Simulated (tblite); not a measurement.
## C5H10BrNSi: geometry relaxation (part 1 of 2)

- system: C5H10BrNSi
- method: GFN2-xTB geometry optimisation, gas phase (tblite 0.8.0)

It belongs to a series of runs on one base structure; here: constitutional isomer.

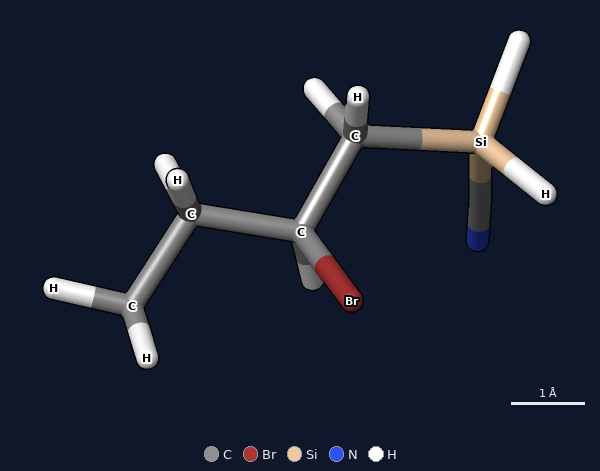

Figure 1. The structure as given in the input (stick view, seen at a tilt). Bond lengths as drawn: Br–C 1.97 Å, C–C 1.52 to 1.55 Å, C–H 1.08 to 1.11 Å, C–N 1.16 Å, C–Si 1.88 Å and H–Si 1.49 Å.

## Results in brief

- outcome: converged
- total energy: −666.4844 eV
- hardware: 1 CPU thread, shared host
- wall time: 1.7 s
- peak memory: 0.18 GiB

## Input file
```
{"job": {"kind": "relax", "xc": "GFN2-xTB", "basis": "xTB"}, "charge": 0, "multiplicity": 1}
C     -2.697000    -0.642100     0.142200
C     -1.602800     0.230500    -0.457000
C     -0.266100     0.134800     0.330400
Br    -0.488600     1.066300     2.047500
C      0.865600     0.802000    -0.446200
Si     2.618100     0.393800     0.102000
C      2.920100    -1.456600     0.067100
N      3.077000    -2.606000     0.041800
H     -3.586400    -0.604400    -0.498300
H     -3.009300    -0.299100     1.142300
H     -2.391600    -1.686200     0.215400
H     -1.948500     1.261500    -0.509900
H     -1.438200    -0.113700    -1.467000
H     -0.043000    -0.905100     0.570300
H      0.745200     1.902900    -0.457500
H      0.811100     0.483800    -1.489200
H      3.566800     1.096500    -0.808100
H      2.858800     0.947500     1.462400
```

The first line tells a small driver script what to run in tblite; the rest is the geometry in Å.

Launched with:
```bash
OMP_NUM_THREADS=1 python <driver script> task.json out
```

## Output
```
step      E/eV     max force
  0    -666.30688    1.833
  1    -666.28775    5.429
  2    -666.38379    0.508
  3    -666.39566    0.419
  4    -666.41037    0.292
  5    -666.41953    0.265
  6    -666.42735    0.230
  7    -666.43308    0.190
  8    -666.43777    0.192
  9    -666.44124    0.169
 10    -666.44386    0.131
 11    -666.44580    0.111
 12    -666.44742    0.104
 13    -666.44908    0.093
 14    -666.45082    0.092
 15    -666.45255    0.096
 16    -666.45421    0.102
 17    -666.45580    0.089
 18    -666.45732    0.103
 19    -666.45875    0.100
 20    -666.46019    0.104
 21    -666.46190    0.122
 22    -666.46408    0.124
 23    -666.46664    0.125
 24    -666.46913    0.123
 25    -666.47110    0.088
 26    -666.47257    0.080
 27    -666.47378    0.094
 28    -666.47486    0.100
 29    -666.47576    0.082
 30    -666.47644    0.062
 31    -666.47688    0.050
 32    -666.47714    0.040
 33    -666.47732    0.033
 34    -666.47746    0.028
 35    -666.47757    0.034
 36    -666.47767    0.031
 37    -666.47773    0.019
 38    -666.47778    0.014
 39    -666.47781    0.015
 40    -666.47785    0.019
 41    -666.47788    0.014
 42    -666.47792    0.015
 43    -666.47796    0.016
 44    -666.47800    0.018
 45    -666.47806    0.020
 46    -666.47812    0.020
 47    -666.47819    0.023
 48    -666.47827    0.022
 49    -666.47837    0.027
 50    -666.47845    0.022
 51    -666.47853    0.020
 52    -666.47862    0.025
 53    -666.47875    0.037
 54    -666.47892    0.048
 55    -666.47909    0.038
 56    -666.47923    0.033
 57    -666.47936    0.033
 58    -666.47951    0.032
 59    -666.47966    0.034
 60    -666.47981    0.027
 61    -666.47993    0.030
 62    -666.48006    0.031
 63    -666.48018    0.039
 64    -666.48029    0.030
 65    -666.48038    0.026
 66    -666.48046    0.026
 67    -666.48057    0.032
 68    -666.48071    0.038
 69    -666.48081    0.023
 70    -666.48086    0.017
 71    -666.48089    0.014
 72    -666.48094    0.024
 73    -666.48101    0.031
 74    -666.48110    0.027
 75    -666.48120    0.021
 76    -666.48128    0.023
 77    -666.48140    0.033
 78    -666.48157    0.045
 79    -666.48179    0.049
 80    -666.48199    0.039
 81    -666.48214    0.053
 82    -666.48231    0.036
 83    -666.48251    0.042
 84    -666.48274    0.040
 85    -666.48283    0.021
 86    -666.48287    0.018
 87    -666.48291    0.017
 88    -666.48298    0.032
 89    -666.48307    0.037
 90    -666.48313    0.025
 91    -666.48317    0.016
 92    -666.48320    0.015
 93    -666.48324    0.020
 94    -666.48328    0.031
 95    -666.48331    0.020
 96    -666.48336    0.020
 97    -666.48339    0.017
 98    -666.48343    0.016
 99    -666.48346    0.021
100    -666.48350    0.022
101    -666.48354    0.021
102    -666.48361    0.022
103    -666.48368    0.018
104    -666.48372    0.045
105    -666.48376    0.048
106    -666.48380    0.026
107    -666.48391    0.029
108    -666.48401    0.041
109    -666.48414    0.046
110    -666.48422    0.017
111    -666.48429    0.016
112    -666.48435    0.044
113    -666.48438    0.017
114    -666.48441    0.011
115    -666.48442    0.009
```

## Trajectory as extended XYZ (Å, eV, eV/Å), 27 of the 116 frames kept, from step=0 to step=115
```
18
Properties=species:S:1:pos:R:3:forces:R:3 step=0 energy=-666.30688
C    -2.6970   -0.6421    0.1422   -0.5790   0.0730   0.2860
C    -1.6028    0.2305   -0.4570    0.2620  -0.3410   0.7380
C    -0.2661    0.1348    0.3304   -0.6040   0.5660  -0.7240
Br   -0.4886    1.0663    2.0475    0.0430  -0.1270   0.0590
C     0.8656    0.8020   -0.4462   -0.1810   0.1470  -0.2180
Si    2.6181    0.3938    0.1020    0.9710   0.6850   0.6170
C     2.9201   -1.4566    0.0671    0.0990  -1.5550  -0.0530
N     3.0770   -2.6060    0.0418   -0.2340   1.8170   0.0430
H    -3.5864   -0.6044   -0.4983    0.2000   0.0050   0.1320
H    -3.0093   -0.2991    1.1423    0.2630  -0.0960  -0.3590
H    -2.3916   -1.6862    0.2154    0.0840   0.1110   0.0050
H    -1.9485    1.2615   -0.5099    0.1070   0.1190   0.0830
H    -1.4382   -0.1137   -1.4670    0.2550  -0.1040  -0.4010
H    -0.0430   -0.9051    0.5703    0.0040   0.0110   0.0160
H     0.7452    1.9029   -0.4575   -0.0850  -0.5010   0.0630
H     0.8111    0.4838   -1.4892   -0.2710  -0.0140  -0.1380
H     3.5668    1.0965   -0.8081   -0.2650  -0.3970   0.1230
H     2.8588    0.9475    1.4624   -0.0700  -0.3990  -0.2740
18
Properties=species:S:1:pos:R:3:forces:R:3 step=4 energy=-666.41037
C    -2.7077   -0.6444    0.1480   -0.0940   0.0970   0.0170
C    -1.6077    0.2206   -0.4508    0.1730  -0.0180   0.1260
C    -0.2798    0.1457    0.3078   -0.0500   0.1760  -0.0930
Br   -0.4852    1.0575    2.0509    0.0350  -0.0790  -0.0170
C     0.8698    0.7956   -0.4566   -0.0550   0.0000  -0.0670
Si    2.6485    0.4165    0.1251   -0.0970   0.0340   0.0160
C     2.9124   -1.4458    0.0677   -0.0480   0.1840   0.0330
N     3.0734   -2.5805    0.0420   -0.0390   0.1420  -0.0090
H    -3.5842   -0.6026   -0.4956   -0.0200  -0.0080   0.0430
H    -2.9991   -0.2992    1.1389    0.0790   0.0050  -0.0180
H    -2.3883   -1.6797    0.2177    0.0450  -0.0740   0.0290
H    -1.9385    1.2590   -0.5027   -0.0050   0.0600   0.0150
H    -1.4247   -0.1158   -1.4713    0.0620  -0.0520  -0.1280
H    -0.0468   -0.8872    0.5653   -0.0010  -0.0960  -0.0130
H     0.7372    1.8840   -0.4555   -0.0350  -0.1230  -0.0200
H     0.7939    0.4827   -1.5009   -0.0690  -0.0230  -0.0720
H     3.5592    1.0739   -0.8088    0.0720  -0.1140  -0.1090
H     2.8589    0.9262    1.4671    0.0460  -0.1120   0.2660
18
Properties=species:S:1:pos:R:3:forces:R:3 step=9 energy=-666.44124
C    -2.7043   -0.6401    0.1488    0.0540  -0.0210   0.0030
C    -1.5991    0.2214   -0.4552   -0.1040  -0.0160  -0.0560
C    -0.2782    0.1468    0.2999    0.0030  -0.1160  -0.0210
Br   -0.4725    1.0372    2.0492    0.0370  -0.0100   0.0100
C     0.8623    0.7894   -0.4760    0.0450   0.0380   0.0470
Si    2.6370    0.4503    0.1437    0.0610   0.0320   0.0270
C     2.8963   -1.4017    0.0782   -0.0290  -0.0310   0.0240
N     3.0607   -2.5351    0.0393   -0.0320   0.0620  -0.0030
H    -3.5898   -0.6017   -0.4832    0.0330   0.0110   0.0410
H    -2.9786   -0.2927    1.1423    0.0320   0.0300   0.0110
H    -2.3832   -1.6790    0.2248   -0.0020   0.0460  -0.0140
H    -1.9328    1.2631   -0.5010    0.0300  -0.0500  -0.0510
H    -1.4099   -0.1211   -1.4801   -0.0360   0.0460   0.0700
H    -0.0506   -0.8916    0.5532    0.0240  -0.0360  -0.0430
H     0.7222    1.8705   -0.4683   -0.0830   0.1150  -0.0920
H     0.7744    0.4749   -1.5215    0.0520  -0.0190   0.0510
H     3.5701    1.0325   -0.8300   -0.0450  -0.0300   0.0810
H     2.8672    0.8832    1.5244   -0.0400  -0.0500  -0.0850
18
Properties=species:S:1:pos:R:3:forces:R:3 step=13 energy=-666.44908
C    -2.6988   -0.6385    0.1525   -0.0280   0.0150   0.0260
C    -1.6008    0.2192   -0.4579    0.0750  -0.0020   0.0200
C    -0.2759    0.1354    0.2938    0.0170   0.0910  -0.0030
Br   -0.4609    1.0262    2.0487    0.0100  -0.0620  -0.0020
C     0.8609    0.7996   -0.4745   -0.0290   0.0100  -0.0220
Si    2.6340    0.4623    0.1508   -0.0600  -0.0190  -0.0060
C     2.8845   -1.3877    0.0866   -0.0340  -0.0040  -0.0070
N     3.0506   -2.5196    0.0378   -0.0210  -0.0630   0.0050
H    -3.5877   -0.5996   -0.4713   -0.0310   0.0120   0.0020
H    -2.9646   -0.2850    1.1457    0.0220   0.0040   0.0380
H    -2.3798   -1.6757    0.2249    0.0200  -0.0260   0.0160
H    -1.9283    1.2602   -0.5110    0.0090   0.0210   0.0170
H    -1.4140   -0.1181   -1.4798   -0.0080  -0.0470  -0.0720
H    -0.0453   -0.9060    0.5397    0.0240   0.0540  -0.0630
H     0.7007    1.8828   -0.4909   -0.0510  -0.0680  -0.0060
H     0.7838    0.4683   -1.5152    0.0610  -0.0150   0.0000
H     3.5702    1.0189   -0.8238    0.0380   0.0570   0.0060
H     2.8626    0.8637    1.5323   -0.0130   0.0440   0.0510
18
Properties=species:S:1:pos:R:3:forces:R:3 step=18 energy=-666.45732
C    -2.6925   -0.6334    0.1629    0.0190   0.0050  -0.0040
C    -1.5952    0.2173   -0.4651   -0.0560   0.0090  -0.0090
C    -0.2699    0.1385    0.2820   -0.0020  -0.0700  -0.0750
Br   -0.4443    0.9903    2.0515   -0.0140  -0.0230   0.0110
C     0.8573    0.8118   -0.4822    0.0530  -0.0260  -0.0370
Si    2.6223    0.4739    0.1622    0.0540  -0.0220   0.0240
C     2.8572   -1.3839    0.0922   -0.0080   0.0060  -0.0160
N     3.0269   -2.5159    0.0389   -0.0520   0.0440   0.0110
H    -3.5907   -0.5914   -0.4501    0.0160   0.0080   0.0440
H    -2.9392   -0.2766    1.1611    0.0140  -0.0120  -0.0140
H    -2.3731   -1.6726    0.2322   -0.0180   0.0260   0.0140
H    -1.9182    1.2604   -0.5178   -0.0140   0.0020  -0.0120
H    -1.4222   -0.1288   -1.4908    0.0100   0.0100   0.0680
H    -0.0273   -0.9035    0.5004    0.0170  -0.0490   0.0090
H     0.6581    1.8848   -0.5220    0.0680   0.0270  -0.0120
H     0.8160    0.4526   -1.5146   -0.0380   0.0030  -0.0560
H     3.5777    1.0244   -0.8043   -0.0250   0.0230   0.0650
H     2.8483    0.8585    1.5519   -0.0260   0.0380  -0.0090
18
Properties=species:S:1:pos:R:3:forces:R:3 step=22 energy=-666.46408
C    -2.6843   -0.6269    0.1723   -0.0480  -0.0090   0.0480
C    -1.5967    0.2194   -0.4703    0.0800  -0.0440   0.0370
C    -0.2621    0.1274    0.2577    0.0360   0.0420   0.0670
Br   -0.4355    0.9499    2.0528    0.0370  -0.0310  -0.0840
C     0.8636    0.8124   -0.5029   -0.0220  -0.0210   0.0260
Si    2.6206    0.4810    0.1781   -0.0680   0.0270  -0.0250
C     2.8333   -1.3776    0.0913    0.0250   0.0450   0.0350
N     2.9903   -2.5112    0.0430   -0.0510  -0.0090  -0.0100
H    -3.5926   -0.5820   -0.4207   -0.0450   0.0080  -0.0280
H    -2.9151   -0.2734    1.1728   -0.0010   0.0480   0.0700
H    -2.3724   -1.6661    0.2432    0.0290  -0.0430  -0.0230
H    -1.9161    1.2643   -0.5247    0.0200  -0.0420  -0.0050
H    -1.4267   -0.1387   -1.4883   -0.0310   0.0200  -0.0850
H    -0.0084   -0.9150    0.4684   -0.0490  -0.0120  -0.0410
H     0.6521    1.8858   -0.5479    0.0970  -0.0750  -0.0160
H     0.8317    0.4424   -1.5349   -0.0180   0.0550   0.0370
H     3.5814    1.0426   -0.7703    0.0400   0.0320   0.0160
H     2.8281    0.8719    1.5690   -0.0320   0.0090  -0.0160
18
Properties=species:S:1:pos:R:3:forces:R:3 step=27 energy=-666.47378
C    -2.6777   -0.6198    0.1963    0.0150  -0.0030  -0.0240
C    -1.5908    0.2093   -0.4767   -0.0420   0.0030  -0.0270
C    -0.2480    0.1115    0.2328   -0.0230  -0.0340  -0.0850
Br   -0.4067    0.8839    2.0363    0.0420   0.0440   0.0390
C     0.8703    0.8064   -0.5264    0.0220   0.0060  -0.0050
Si    2.6097    0.5004    0.1946    0.0630  -0.0300  -0.0150
C     2.8053   -1.3602    0.1030    0.0240   0.0010   0.0330
N     2.9164   -2.4992    0.0459   -0.0290   0.0400  -0.0040
H    -3.6006   -0.5649   -0.3770    0.0190   0.0010   0.0230
H    -2.8774   -0.2575    1.2037    0.0110  -0.0170  -0.0440
H    -2.3687   -1.6623    0.2550   -0.0370  -0.0020   0.0210
H    -1.9034    1.2552   -0.5348    0.0140   0.0150   0.0260
H    -1.4449   -0.1476   -1.5014   -0.0260  -0.0200   0.0100
H     0.0067   -0.9374    0.4068   -0.0160  -0.0200   0.0010
H     0.6671    1.8771   -0.5893   -0.0310   0.0320   0.0630
H     0.8508    0.4380   -1.5571   -0.0060  -0.0320   0.0010
H     3.5988    1.0797   -0.7118    0.0340   0.0150  -0.0130
H     2.7843    0.8937    1.5885   -0.0340   0.0010   0.0000
18
Properties=species:S:1:pos:R:3:forces:R:3 step=31 energy=-666.47688
C    -2.6744   -0.6190    0.2005   -0.0150  -0.0020  -0.0010
C    -1.5927    0.2057   -0.4831    0.0270   0.0120   0.0180
C    -0.2458    0.1023    0.2169    0.0380   0.0040   0.0320
Br   -0.3877    0.8709    2.0330    0.0050  -0.0080  -0.0370
C     0.8746    0.8038   -0.5340    0.0140  -0.0070  -0.0040
Si    2.6157    0.5065    0.1959   -0.0030   0.0230  -0.0020
C     2.8033   -1.3529    0.1143    0.0100   0.0020  -0.0070
N     2.8866   -2.4933    0.0457   -0.0050  -0.0100   0.0110
H    -3.6022   -0.5593   -0.3611   -0.0290  -0.0020  -0.0210
H    -2.8639   -0.2543    1.2074    0.0090   0.0060   0.0120
H    -2.3746   -1.6633    0.2619   -0.0050  -0.0120  -0.0020
H    -1.8966    1.2542   -0.5323   -0.0190   0.0120  -0.0100
H    -1.4579   -0.1539   -1.5080   -0.0130   0.0070   0.0040
H     0.0058   -0.9480    0.3864    0.0020  -0.0090   0.0060
H     0.6697    1.8763   -0.5878   -0.0330  -0.0290   0.0220
H     0.8555    0.4332   -1.5639    0.0170   0.0180  -0.0100
H     3.6136    1.0957   -0.6964    0.0070  -0.0100  -0.0010
H     2.7624    0.9016    1.5928   -0.0080   0.0040  -0.0090
18
Properties=species:S:1:pos:R:3:forces:R:3 step=35 energy=-666.47757
C    -2.6755   -0.6188    0.2005    0.0010   0.0060   0.0050
C    -1.5913    0.2062   -0.4821   -0.0140  -0.0100  -0.0010
C    -0.2423    0.0999    0.2168   -0.0200  -0.0170  -0.0220
Br   -0.3830    0.8695    2.0280    0.0020   0.0030   0.0090
C     0.8770    0.8020   -0.5352   -0.0110  -0.0040   0.0010
Si    2.6179    0.5092    0.1950    0.0020  -0.0130  -0.0020
C     2.8054   -1.3514    0.1152    0.0000   0.0030  -0.0080
N     2.8812   -2.4926    0.0478    0.0000   0.0100   0.0120
H    -3.6049   -0.5586   -0.3612    0.0160   0.0070   0.0070
H    -2.8611   -0.2535    1.2083   -0.0090  -0.0020  -0.0010
H    -2.3775   -1.6643    0.2624   -0.0050   0.0110  -0.0090
H    -1.8976    1.2549   -0.5324    0.0070  -0.0110   0.0080
H    -1.4618   -0.1533   -1.5077    0.0110   0.0080   0.0020
H     0.0059   -0.9514    0.3849    0.0090  -0.0080   0.0050
H     0.6643    1.8726   -0.5826   -0.0080  -0.0010   0.0000
H     0.8590    0.4355   -1.5666    0.0080   0.0140  -0.0060
H     3.6181    1.0967   -0.6951    0.0080  -0.0050  -0.0040
H     2.7574    0.9037    1.5921    0.0020   0.0090   0.0020
18
Properties=species:S:1:pos:R:3:forces:R:3 step=40 energy=-666.47785
C    -2.6760   -0.6180    0.2019    0.0020  -0.0020  -0.0060
C    -1.5917    0.2046   -0.4821    0.0050   0.0000  -0.0010
C    -0.2421    0.0955    0.2137    0.0080   0.0020   0.0170
Br   -0.3801    0.8673    2.0270   -0.0010  -0.0110  -0.0050
C     0.8764    0.8007   -0.5364    0.0020   0.0030  -0.0010
Si    2.6181    0.5102    0.1944    0.0000   0.0120  -0.0010
C     2.8053   -1.3495    0.1143   -0.0040   0.0000   0.0050
N     2.8778   -2.4911    0.0520    0.0040  -0.0060   0.0060
H    -3.6047   -0.5555   -0.3596   -0.0060   0.0060  -0.0010
H    -2.8612   -0.2531    1.2099    0.0000  -0.0030  -0.0040
H    -2.3796   -1.6637    0.2612   -0.0050  -0.0020   0.0020
H    -1.8961    1.2536   -0.5303    0.0080  -0.0010   0.0060
H    -1.4619   -0.1524   -1.5085   -0.0050  -0.0030   0.0010
H     0.0077   -0.9554    0.3837   -0.0020   0.0010  -0.0060
H     0.6599    1.8706   -0.5809    0.0000   0.0060   0.0020
H     0.8626    0.4396   -1.5696   -0.0050  -0.0010  -0.0040
H     3.6217    1.0958   -0.6940   -0.0040  -0.0050   0.0000
H     2.7551    0.9071    1.5917    0.0030   0.0040  -0.0080
18
Properties=species:S:1:pos:R:3:forces:R:3 step=44 energy=-666.47800
C    -2.6767   -0.6181    0.2009   -0.0040   0.0040   0.0020
C    -1.5902    0.2031   -0.4819   -0.0050   0.0010   0.0090
C    -0.2405    0.0934    0.2142   -0.0080  -0.0010  -0.0160
Br   -0.3790    0.8637    2.0266    0.0020  -0.0080   0.0050
C     0.8762    0.8015   -0.5372   -0.0050   0.0000   0.0040
Si    2.6177    0.5118    0.1929    0.0020  -0.0140  -0.0030
C     2.8041   -1.3488    0.1152   -0.0020   0.0000   0.0110
N     2.8785   -2.4906    0.0571    0.0020   0.0060   0.0030
H    -3.6060   -0.5513   -0.3596    0.0070  -0.0040  -0.0050
H    -2.8624   -0.2542    1.2093    0.0090   0.0000  -0.0010
H    -2.3828   -1.6647    0.2603   -0.0100   0.0020  -0.0070
H    -1.8924    1.2529   -0.5265   -0.0010   0.0010  -0.0080
H    -1.4623   -0.1527   -1.5091    0.0000   0.0040   0.0110
H     0.0084   -0.9579    0.3824    0.0110   0.0010  -0.0050
H     0.6576    1.8714   -0.5787    0.0020  -0.0030  -0.0010
H     0.8621    0.4426   -1.5715   -0.0090   0.0010   0.0090
H     3.6230    1.0932   -0.6949    0.0050   0.0040  -0.0120
H     2.7559    0.9111    1.5888    0.0030   0.0060   0.0040
18
Properties=species:S:1:pos:R:3:forces:R:3 step=49 energy=-666.47837
C    -2.6791   -0.6170    0.2005    0.0040   0.0000  -0.0010
C    -1.5888    0.2007   -0.4797   -0.0010   0.0050  -0.0150
C    -0.2378    0.0868    0.2107    0.0060   0.0020   0.0260
Br   -0.3741    0.8460    2.0285    0.0060  -0.0090   0.0120
C     0.8745    0.8034   -0.5384    0.0080  -0.0040   0.0000
Si    2.6176    0.5144    0.1893    0.0060   0.0170   0.0030
C     2.7991   -1.3464    0.1245    0.0130  -0.0030   0.0050
N     2.8779   -2.4880    0.0720   -0.0050  -0.0050   0.0050
H    -3.6072   -0.5414   -0.3604   -0.0060   0.0050   0.0040
H    -2.8593   -0.2559    1.2104   -0.0090   0.0000   0.0090
H    -2.3949   -1.6664    0.2547    0.0090   0.0050  -0.0070
H    -1.8842    1.2525   -0.5217   -0.0190  -0.0010  -0.0050
H    -1.4641   -0.1525   -1.5075    0.0020  -0.0030  -0.0160
H     0.0167   -0.9642    0.3724   -0.0040  -0.0010  -0.0080
H     0.6527    1.8726   -0.5755    0.0000   0.0020   0.0080
H     0.8575    0.4493   -1.5738    0.0050  -0.0050  -0.0080
H     3.6272    1.0885   -0.7003   -0.0160  -0.0070  -0.0040
H     2.7577    0.9238    1.5829    0.0010   0.0010  -0.0090
18
Properties=species:S:1:pos:R:3:forces:R:3 step=53 energy=-666.47875
C    -2.6818   -0.6155    0.1989   -0.0010   0.0030  -0.0070
C    -1.5877    0.1999   -0.4794    0.0020  -0.0020   0.0160
C    -0.2357    0.0823    0.2124   -0.0100   0.0040  -0.0350
Br   -0.3690    0.8295    2.0350    0.0050  -0.0140  -0.0070
C     0.8738    0.8040   -0.5376   -0.0070   0.0050   0.0050
Si    2.6194    0.5173    0.1847   -0.0070  -0.0250   0.0000
C     2.8010   -1.3451    0.1351    0.0090   0.0030  -0.0030
N     2.8795   -2.4871    0.0884   -0.0060   0.0120   0.0100
H    -3.6092   -0.5317   -0.3627   -0.0020   0.0060   0.0150
H    -2.8611   -0.2588    1.2115    0.0040  -0.0090  -0.0230
H    -2.4045   -1.6671    0.2458    0.0140   0.0070   0.0040
H    -1.8831    1.2522   -0.5188    0.0010  -0.0080  -0.0060
H    -1.4640   -0.1518   -1.5088    0.0030   0.0070   0.0190
H     0.0222   -0.9694    0.3644   -0.0220   0.0040   0.0030
H     0.6500    1.8733   -0.5668    0.0030  -0.0030   0.0000
H     0.8522    0.4558   -1.5756    0.0120   0.0010   0.0170
H     3.6266    1.0815   -0.7121   -0.0030   0.0030  -0.0150
H     2.7625    0.9370    1.5740    0.0050   0.0080   0.0090
```
